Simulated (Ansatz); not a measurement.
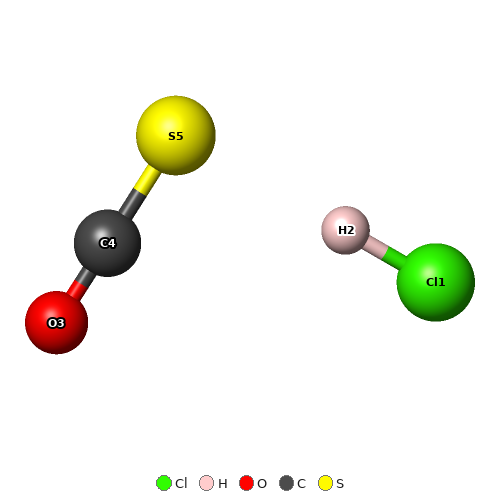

The system is the pair ClH···COS; the picture shows the reference structure. First axis: separation of S5 and H2 along their line in the relaxed pair. Second axis: sideways slip of Cl1, H2. Nothing is relaxed (both partners rigid). The scan uses a 13 × 13 grid. Points are written as (first, second). Energies: cm⁻¹, counted from the lowest grid point. Computed with Ansatz 0.2.0, RKS PBE-D4/def2-SVPD.

Its coordinates:

```yaml
atoms:
  - { symbol: Cl, position_ang: [-0.1478, -0.0691, -2.6887] }
  - { symbol: H, position_ang: [0.2131, 0.2771, -1.4778] }
  - { symbol: O, position_ang: [-0.8228, -0.9483, 1.9312] }
  - { symbol: C, position_ang: [-0.1067, -0.1624, 1.4438] }
  - { symbol: S, position_ang: [0.8641, 0.9028, 0.7915] }
```

Range: separation of S5 and H2 along their line in the relaxed pair from 2.052 to 4.652 Å; sideways slip of Cl1, H2 from −2.20 to 2.20 Å.

> Predict the map.

The lowest grid point is at (2.425 Å, 0.00 Å). No other kind of well shows on this grid. The highest grid point, (2.052 Å, 1.47 Å), lies 1374 cm⁻¹ above the lowest. Round the minimum the two coordinates are weakly coupled (coupling −0.08 in units of the two stiffnesses).

```
second ↓, first →  2.052  2.132  2.263  2.425  2.610  2.815  3.037  3.274  3.525  3.790  4.066  4.353  4.652
             2.20   1158   1006    845    745    708    716    750    793    836    873    905    932    955
             1.83   1372   1164    935    780    707    698    727    772    818    858    893    924    949
             1.47   1374   1134    869    692    615    615    662    724    784    834    876    911    941
             1.10   1206    946    669    498    445    479    562    656    738    804    855    897    932
             0.73    957    685    410    264    251    329    454    583    692    773    834    883    923
             0.37    717    446    187     74    100    216    374    530    657    751    820    873    916
             0.00    579    323     88      0     47    180    349    513    646    744    815    870    914
            −0.37    589    359    147     68    111    233    389    539    661    753    820    874    917
            −0.73    677    488    308    232    259    353    477    598    699    776    837    886    925
            −1.10    748    614    482    422    435    500    587    674    749    810    860    902    936
            −1.47    779    700    621    585    593    634    691    749    802    848    888    923    950
            −1.83    792    754    718    703    712    739    775    814    851    886    917    943    964
            −2.20    808    794    783    783    794    815    840    868    895    920    943    963    978
```

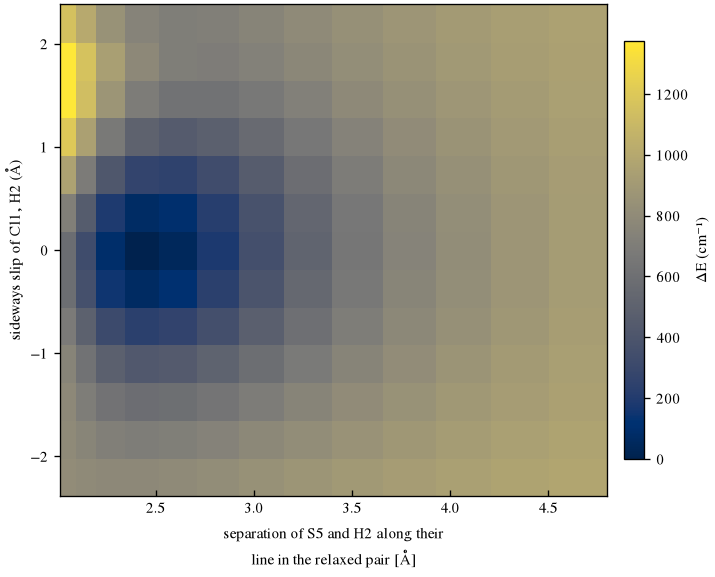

The picture shows one coloured cell a grid point.

The whole map (169 points run) took 13 min on 1 thread of Arm Neoverse V1, with other jobs on the host.
